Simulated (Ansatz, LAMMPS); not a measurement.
# A frame of liquid (Na,Rb)(Cl,Br) from 1100 K (68 atoms): geometry optimisation

How does a frame of liquid (Na,Rb)(Cl,Br) from 1100 K (68 atoms) relax, and what do bonds, charges and levels look like afterwards?

Main program and level: Ansatz 0.2.0; Kohn-Sham DFT, PBE, PAW (set soft_2), plane waves.

## Step 1: Set-up

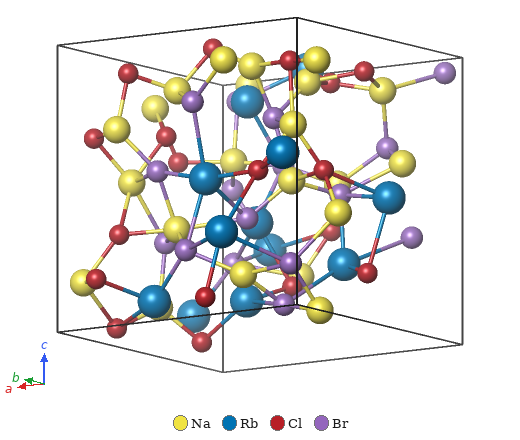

The cell as given, from a free direction (sodium yellow, rubidium blue, chlorine red, bromine purple).

The cell holds 68 atoms: 22 Na, 12 Rb, 18 Cl and 16 Br. Cell: a = 13.797 Å, b = 13.797 Å, c = 13.797 Å, α = 90.0°, β = 90.0°, γ = 90.0°. 68 atoms (22 Na, 12 Rb, 18 Cl, 16 Br) placed at random at 2.18 g/cm³, melted at 1800 K for 10 ps at fixed volume with the Lennard-Jones and Coulomb ion parameters for SPC/E (Joung and Cheatham, J. Phys. Chem. B 112, 9020 (2008)), full charges. Snapshot at the end of a hold of 20 ps at 1100 K and fixed volume.

What the set-up can't give: The starting topology of bonds comes from the classical model. The ion parameters were fitted for water, not for melts, so the starting structure of this cell may lie well off the real melt's. The Brillouin zone is sampled at Γ only, in a cell whose shortest periodic width is 14 Å.

## Step 2: How the cell was made

A classical potential makes the cell, at a small fraction of what the same run would cost in DFT.

This step: classical MD, Lennard-Jones and Coulomb ion parameters for SPC/E (Joung and Cheatham, J. Phys. Chem. B 112, 9020 (2008)), full charges (LAMMPS 22 Jul 2025 - Update 4).

in.lmp reads:

```
# melt-quench of Na22Rb12Cl18Br16
units metal
atom_style charge
boundary p p p
region box block 0 13.7970 0 13.7970 0 13.7970
create_box 4 box
mass 1 22.9898   # Na
mass 2 85.4678   # Rb
mass 3 35.4500   # Cl
mass 4 79.9040   # Br
create_atoms 1 random 22 410609 NULL overlap 2.2 maxtry 2000
create_atoms 2 random 12 410616 NULL overlap 2.2 maxtry 2000
create_atoms 3 random 18 410623 NULL overlap 2.2 maxtry 2000
create_atoms 4 random 16 410630 NULL overlap 2.2 maxtry 2000
pair_style lj/cut/coul/long 9.0
pair_modify mix arithmetic tail yes
pair_coeff 1 1 0.015292 2.1595   # Na
pair_coeff 2 2 0.019302 3.0950   # Rb
pair_coeff 3 3 0.000554 4.8305   # Cl
pair_coeff 4 4 0.001169 4.9017   # Br
set type 1 charge 1
set type 2 charge 1
set type 3 charge -1
set type 4 charge -1
kspace_style pppm 1.0e-4
neigh_modify delay 0 every 1 check yes
thermo_style custom step time temp pe press density
thermo_modify norm yes
timestep 0.002
thermo 100
min_style cg
minimize 1e-4 1e-4 200 2000
reset_timestep 0
velocity all create 1800 410610 mom yes dist gaussian
# [... 14 lines left out ...]
compute msd all msd com yes
thermo 2500
fix md all nvt temp 1100 1100 0.2
run 10000 post no
print "== T1100: mean square displacement over the hold $(c_msd[4]:%.2f) A^2"
unfix md
uncompute msd
write_dump all custom T1100.dump id type xs ys zs modify sort id
```

The run is started by

```sh
> lmp -in in.lmp -log none -nocite
```

Numbers of over 12 decimals in the logs are rounded to 6 here.

Log:

```text
LAMMPS (22 Jul 2025 - Update 4)
Created orthogonal box = (0 0 0) to (13.797 13.797 13.797)
Created 22 atoms
Created 12 atoms
Created 18 atoms
Created 16 atoms
PPPM initialization ...
  G vector (1/distance) = 0.3048935
  grid = 9 9 9
  estimated relative force accuracy = 8.1331679e-05
   Step          Time           Temp          PotEng         Press         Density
         0   0              0              2.344911       689664.32      2.1799997
       100   0.2            0             -3.6589462     -1200.2044      2.1799997
       118   0.236          0             -3.6729662     -1023.598       2.1799997
[... 21 lines left out ...]
Loop time of 0.860271 s on 1 MPI rank(s) for 5000 steps with 68 atoms
   Step          Time           Temp          PotEng         Press         Density
[... 5 lines left out ...]
Loop time of 0.425809 s on 1 MPI rank(s) for 2500 steps with 68 atoms
   Step          Time           Temp          PotEng         Press         Density
[... 2 lines left out ...]
     12500   25             1197.1044     -3.5791774      1480.1035      2.1799997
     15000   30             1082.2433     -3.5648263      4797.5938      2.1799997
     17500   35             1083.2289     -3.5633654      6206.4721      2.1799997
     18500   37             1242.635      -3.5227974      9041.5393      2.1799997
Loop time of 1.68753 s on 1 MPI rank(s) for 10000 steps with 68 atoms
== T1100: mean square displacement over the hold 26.53 A^2
```

The job ended after 3.3 s (1 thread of Arm Neoverse V1, shared host; peak memory 0.069 GiB).

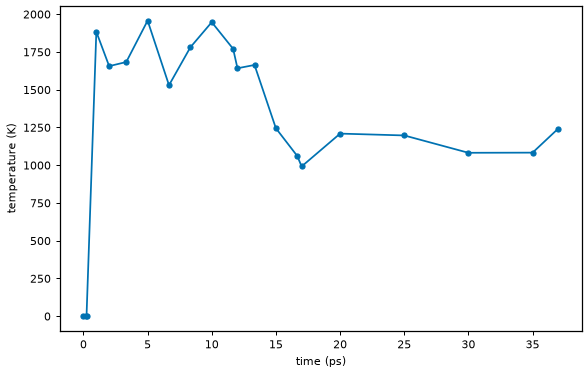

Temperature, plotted against time.

## Step 3: Single point at the start

A single point comes first, to see the forces before anything moves.

input.yaml reads:

```yaml
crystal:
  lattice:
    - [13.797, 0.0, 0.0]
    - [0.0, 13.797, 0.0]
    - [0.0, 0.0, 13.797]
  atoms:
    - { symbol: Na, position: [0.86219, 0.0418, 0.97917] }
    - { symbol: Na, position: [0.32819, 0.96853, 0.88868] }
    - { symbol: Na, position: [0.09052, 0.23222, 0.60701] }
    - { symbol: Na, position: [0.3354, 0.45023, 0.8845] }
    - { symbol: Na, position: [0.66884, 0.75556, 0.84389] }
    - { symbol: Na, position: [0.05277, 0.67474, 0.37064] }
    - { symbol: Na, position: [0.82456, 0.89538, 0.7036] }
    - { symbol: Na, position: [0.70738, 0.70166, 0.37155] }
    - { symbol: Na, position: [0.40796, 0.68207, 0.91472] }
    - { symbol: Na, position: [0.03893, 0.824, 0.88071] }
    - { symbol: Na, position: [0.61065, 0.09426, 0.28348] }
    - { symbol: Na, position: [0.89672, 0.53312, 0.14177] }
    - { symbol: Na, position: [0.78587, 0.24504, 0.67861] }
    - { symbol: Na, position: [0.35135, 0.52444, 0.53187] }
    - { symbol: Na, position: [0.16284, 0.62552, 0.04766] }
    - { symbol: Na, position: [0.19045, 0.20698, 0.87427] }
    - { symbol: Na, position: [0.39945, 0.7461, 0.17899] }
    - { symbol: Na, position: [0.96263, 0.46356, 0.85043] }
    - { symbol: Na, position: [0.91248, 0.67801, 0.55676] }
    - { symbol: Na, position: [0.42375, 0.14175, 0.58003] }
    - { symbol: Na, position: [0.98818, 0.85977, 0.19083] }
    - { symbol: Na, position: [0.20624, 0.72543, 0.68608] }
    - { symbol: Rb, position: [0.73937, 0.79211, 0.11134] }
    - { symbol: Rb, position: [0.32808, 0.9815, 0.28847] }
    - { symbol: Rb, position: [0.02859, 0.40288, 0.45799] }
    - { symbol: Rb, position: [0.6349, 0.38069, 0.85406] }
    - { symbol: Rb, position: [0.55394, 0.1341, 0.99453] }
    - { symbol: Rb, position: [0.79814, 0.00787, 0.40549] }
    - { symbol: Rb, position: [0.5996, 0.43597, 0.14947] }
    - { symbol: Rb, position: [0.25699, 0.3439, 0.25632] }
    - { symbol: Rb, position: [0.61444, 0.35461, 0.4341] }
    - { symbol: Rb, position: [0.50524, 0.82105, 0.51231] }
    - { symbol: Rb, position: [0.10151, 0.93934, 0.54879] }
    - { symbol: Rb, position: [0.98526, 0.19878, 0.16686] }
    - { symbol: Cl, position: [0.38701, 0.99377, 0.06431] }
    - { symbol: Cl, position: [0.20984, 0.73969, 0.9064] }
    - { symbol: Cl, position: [0.36685, 0.26657, 0.90976] }
    - { symbol: Cl, position: [0.52193, 0.03648, 0.44123] }
    - { symbol: Cl, position: [0.94719, 0.3465, 0.67737] }
    - { symbol: Cl, position: [0.99176, 0.79155, 0.70321] }
    - { symbol: Cl, position: [0.57857, 0.66973, 0.99356] }
    - { symbol: Cl, position: [0.14706, 0.62523, 0.53514] }
    - { symbol: Cl, position: [0.8478, 0.98644, 0.17259] }
    - { symbol: Cl, position: [0.08124, 0.45648, 0.19349] }
    - { symbol: Cl, position: [0.83366, 0.58375, 0.72349] }
    - { symbol: Cl, position: [0.53468, 0.2537, 0.219] }
    - { symbol: Cl, position: [0.789, 0.8778, 0.89792] }
    - { symbol: Cl, position: [0.28292, 0.82564, 0.52025] }
    - { symbol: Cl, position: [0.7964, 0.4226, 0.02621] }
    - { symbol: Cl, position: [0.97632, 0.67622, 0.05644] }
    - { symbol: Cl, position: [0.88764, 0.78972, 0.35827] }
    - { symbol: Cl, position: [0.1424, 0.38808, 0.91164] }
    - { symbol: Br, position: [0.34654, 0.57678, 0.09225] }
    - { symbol: Br, position: [0.26859, 0.34897, 0.49927] }
    - { symbol: Br, position: [0.49208, 0.58794, 0.40543] }
    - { symbol: Br, position: [0.24255, 0.10379, 0.69373] }
    - { symbol: Br, position: [0.58409, 0.23639, 0.64644] }
    - { symbol: Br, position: [0.18302, 0.77253, 0.1932] }
    - { symbol: Br, position: [0.79707, 0.20462, 0.89455] }
    - { symbol: Br, position: [0.86947, 0.53716, 0.36236] }
    - { symbol: Br, position: [0.57104, 0.84523, 0.26632] }
    - { symbol: Br, position: [0.06952, 0.00576, 0.95236] }
    - { symbol: Br, position: [0.9047, 0.08032, 0.61468] }
    - { symbol: Br, position: [0.14149, 0.10125, 0.37255] }
    - { symbol: Br, position: [0.80196, 0.22085, 0.32842] }
    - { symbol: Br, position: [0.49695, 0.91174, 0.76681] }
    - { symbol: Br, position: [0.386, 0.58134, 0.74565] }
    - { symbol: Br, position: [0.7188, 0.80233, 0.56087] }
kpoints:
  mp_grid: { grid: [1, 1, 1] }
hamiltonian:
  xc: pbe
scf:
  occupations: { method: fermi_dirac, width: 0.05 }
output:
  forces: true
  stress: true
  populations: true
  dos:
    method: { smearing: { sigma: 0.1 } }
    de: 0.1
    projected: { site_lists: { Br: [Br], Cl: [Cl], Na: [Na], Rb: [Rb] } }
  eigenvalues: true
```

The run is started by

```sh
> ansatz run input.yaml --threads 4 --pin off --max-ram 8192MiB --backend cpu --events-out ev --progress --plain --runs-dir out
```

Log:

```text
Engine: ansatz 0.2.0, aarch64-unknown-linux-gnu
Pseudopotentials: kind: paw
Pseudopotential: Na, paw, valence charge 9, recommended cutoff 420 eV (normal), Na.paw.azcp
Pseudopotential: Rb, paw, valence charge 9, recommended cutoff 420 eV (normal), Rb.paw.azcp
Pseudopotential: Cl, paw, valence charge 7, recommended cutoff 420 eV (normal), Cl.paw.azcp
Pseudopotential: Br, paw, valence charge 7, recommended cutoff 420 eV (normal), Br.paw.azcp
[... 5 lines on functional and potentials left out ...]
Crystal: 68 atoms, lattice volume = 2626.358 Å³
Basis set: ecut = 420 eV, 51435 PW (Γ), exchange–correlation on 192×192×192 points (8 copies of the dense FFT grid, shifted against one another)
Bands: 340, of which v1, the nominal top of the filled ones, is band 272 counted from 1 (271 counted from 0)
Symmetry: 1 space group operations
Space group: P1 (ITA 1), of the structure as read, at distance tolerance 1.4e-4 Å
k-points: 1
[... 9 lines on functional and potentials left out ...]
Initial density: superposition of atomic densities (neutral atoms: chi_scale 0, normalization atom), corrected by the library's trained network
Initial wavefunctions: pseudopotential atomic-orbital guess
Functional: x = pbe(κ = 0.804, μ = 0.219515), c = pbe(β = 0.066725)
SCF iter   1: F=—  HF=-135977.493730 eV  |F-HF|=—  |Δ(HF+E_count)|=         —  Δρ=6.80e-4  dr2=5.36e-2  ethr=1.77e-3  ⟨swp⟩=9.0  Hψ=1426  notcnv=0  defer=49
preconditioner: auto → Resta (q_TF=auto, 2.099 Å⁻¹)  ε∞=2.4  [insulator: Δε(μ)=2.852 eV  Ē_g=11.223 eV  σ=0.050 eV  W_gap=1.00  n_scr=436 (ndim 8)  ℏωp=13.4 eV  f_vac=0.230  D(μ)=0.00/eV (n_scr^D=0)  ε∞_Penn≈2.4]
SCF iter   2: F=—  HF=-135977.489818 eV  |F-HF|=—  |Δ(HF+E_count)|=   3.91e-3  Δρ=3.21e-4  dr2=1.16e-2  ethr=9.86e-6  ⟨swp⟩=2.0  Hψ=565  notcnv=0  defer=55
SCF iter   3: F=—  HF=-135977.488788 eV  |F-HF|=—  |Δ(HF+E_count)|=   1.03e-3  Δρ=1.20e-4  dr2=1.57e-3  ethr=2.13e-6  ⟨swp⟩=2.0  Hψ=415  notcnv=0  defer=55
SCF iter   4: F=—  HF=-135977.488818 eV  |F-HF|=—  |Δ(HF+E_count)|=   2.96e-5  Δρ=4.16e-5  dr2=8.82e-5  ethr=2.89e-7  ⟨swp⟩=2.0  Hψ=433  notcnv=0  defer=55
SCF iter   5: F=—  HF=-135977.491039 eV  |F-HF|=—  |Δ(HF+E_count)|=   2.22e-3  Δρ=1.24e-5  dr2=7.57e-6  ethr=1.62e-8  ⟨swp⟩=2.0  Hψ=566  notcnv=0  defer=61
SCF iter   6: F=—  HF=-135977.491046 eV  |F-HF|=—  |Δ(HF+E_count)|=   6.22e-6  Δρ=4.09e-6  dr2=5.56e-7  ethr=1.39e-9  ⟨swp⟩=2.0  Hψ=535  notcnv=0  defer=61
SCF iter   7: F=-135977.491046 eV  HF=-135977.491046 eV  |F-HF|=4.08e-8  |Δ(HF+E_count)|=   3.46e-7  Δρ=1.26e-6  dr2=5.39e-8  ethr=1.84e-11  ⟨swp⟩=16.0  Hψ=2107  notcnv=0
SCF 1 converged in 7 iterations: F = -135977.491046 eV  dr2 = 5.39e-8
  greatest PAW one-centre occupation: 0.999 electrons in one spin orbital (limit 2), on the Na atom at site 4 (counted from 0), in its partial waves of l = 0
SCF converged after 7 iterations
Free energy (F): -135977.491046 eV
Harris-Foulkes:  -135977.491046 eV  (|F-HF|=4.08e-8)
Internal energy: -135977.491046 eV  (E = F + TS)
E sigma→0 (E₀):  -135977.491046 eV
Fermi energy:    1.878068 eV
--- Per-component energies (eV) ---
  E_band       = -7486.067104
  E_kinetic    = 10012.957175
  E_local      = -53769.550229  (includes V_loc(G=0)·N_el)
  E_nonlocal   = 6242.573523
  E_hartree    = 19049.550186
  E_xc         = -8604.285720
  E_vxc        = -6621.724290  (∫ρ·V_xc dr)
  E_paw        = -85018.695988  (= ΣΔE_a)
  E_vpaw       = -1449.432779  (= ΣTr[D̂ρ^β])
  E_aug_tail   = 0.000851  (compensation charges beyond the density's cutoff)
  E_ewald      = -23890.040845
  E_smearing   = -0.000000  (= −TS)
  E_closure    = -0.000000  (closes the sum)
  Σ components = -135977.491046   (vs F -135977.491046, Δ=0.00e0)
--- Forces (eV/Å), atoms counted from 1 ---
  atom   1  Na     0.18361116    -0.35410473    -0.15661304
  atom   2  Na    -0.04086928    -0.14923746    -0.32563161
  atom   3  Na     0.14764751    -0.42903525     0.29404001
  atom   4  Na    -0.59908514    -0.22431625     0.18050151
  atom   5  Na    -0.43876227    -0.35615137    -0.40611310
  atom   6  Na     0.31699190    -0.05141935    -0.41815196
  atom   7  Na     0.20546017     0.26724392     0.04704121
  atom   8  Na    -0.01546482    -0.01747339     0.32615957
  atom   9  Na    -0.22525557     0.36347564     0.01752490
  atom  10  Na    -0.20930844    -0.23920425     0.30435573
  atom  11  Na     0.02375018     0.01001588     0.03182249
  atom  12  Na     0.37994817    -0.36561830     0.24982994
  atom  13  Na     0.32767268    -0.42140761     0.09017843
  atom  14  Na    -0.28294131     0.37486654     0.28331215
[...]
atom  67  Br     0.10510588    -0.10249978    -0.39554344
  atom  68  Br     0.60360875    -0.18854382     0.02370736
  max |Σ_I F_I| component: 3.79e-5 eV/Å
--- Stress (GPa, compression-positive) ---
       -0.477991       0.005873       0.124772
        0.005873       0.251168       0.104185
        0.124772       0.104185      -0.352727
  P = ⅓ Tr σ = -0.1932 GPa (-1.932 kbar)
--- Band table (eV) ---
  k-point 0: bands = ["-50.9454", "-50.9308", "-50.7502", "-50.7348", [... 324 levels ...], "7.1232", "7.1994", "7.2168", "7.2482", "7.2511", "7.2996", "7.3139", "7.3636", "7.4242", "7.4305", "7.4692", "7.4711"]
--- Löwdin populations: 68 sites ---
  site symbol       q [e]
     0     Na      8.3161
     1     Na      8.2796
     2     Na      8.2993
[...]
67     Br      7.6465
  spilling = 0.003008 (of n_electrons = 544.000000)
```

The job ended after 31 s (4 threads of Arm Neoverse V1, shared host; peak memory 2.7 GiB).

Numbers from this run:

```
free energy                                      : -135977.4910 eV
free energy per atom                             : -1999.6690 eV/atom
SCF cycles                                       : 7
pressure                                         : -0.1932 GPa
r.m.s. force component                           : 0.2847 eV/Å
longest force                                    : 0.9976 eV/Å
Fermi energy                                     : 1.878 eV
gap (highest filled to lowest empty level) : 2.754 eV
spilling of the projection                       : 0.003008
```

The r.m.s. force component of 0.28 eV/Å and the pressure of -0.19 GPa set the starting point.

Length of the force by element:

```
element  coordination  atoms  mean length of the force (eV/Å)  spread   least   most
     Br           all     16                            0.463   0.207   0.114  0.912
     Cl           all     18                            0.493   0.211   0.182  0.898
     Na           all     22                            0.424   0.176   0.041  0.696
     Rb           all     12                            0.382   0.265  0.0757  0.998
```

[end of part 1 of 3]

[Logs are printed without paths, hosts, clocks, repeated set-up lines and the standing remarks that a program may print on its own settings, such as how far it seeks lower states.]

[Hosts, paths, dates, database ids (printed as entryN), source tags and the programs' standing remarks are cut or masked in the printed files.]
